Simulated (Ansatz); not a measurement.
The calculation's input:

```
crystal:
  periodic: [false, false, false]
  atoms:
    - { symbol: Al, position_ang: [0.289115, -0.003499, -0.074434] }
    - { symbol: O, position_ang: [0.767012, -0.138048, 1.581794] }
    - { symbol: H, position_ang: [0.24372, -0.230628, 2.362926] }
    - { symbol: H, position_ang: [1.776716, 0.088735, -0.446082] }
    - { symbol: Cl, position_ang: [-1.630662, 0.00204, -0.941804] }
basis:
  gaussian: { orbitals: cc-pVDZ }
hamiltonian:
  xc: hf
relax:
  f_tol: 0.03
  max_steps: 50
output:
  orbitals: {}
```

Run with:

```sh
ansatz run input.yaml --threads 1 --pin off --max-ram 2048MiB --backend cpu --events-out ev --progress --plain --runs-dir out
```

The fields are those of the run's last geometry, not of the input's.

Theory: Ansatz, RHF/cc-pVDZ.

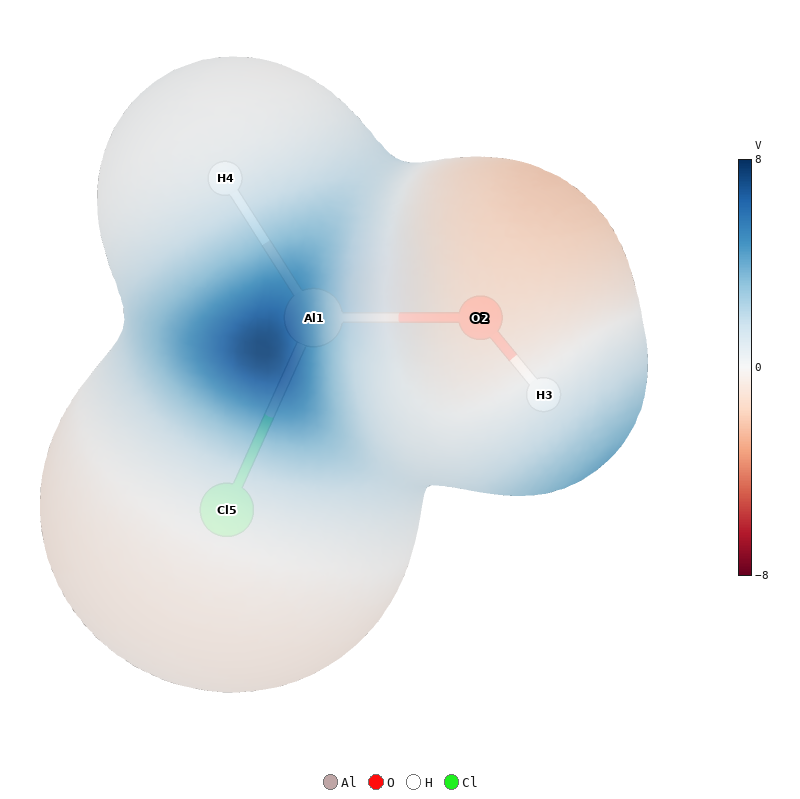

AlClH2O. The electrostatic potential painted on the density surface at 0.004 e/bohr³, seen at a tilt; red is negative and blue positive.

Question: Which sites attract a positive test charge, and which a negative one?

Answer: A positive charge is drawn to the negative regions and a negative charge to the positive ones. The most negative region (about −1.8 V) lies over O2, the most positive (about +7.0 V) over Al1. O2 is the likeliest acceptor of a hydrogen bond.
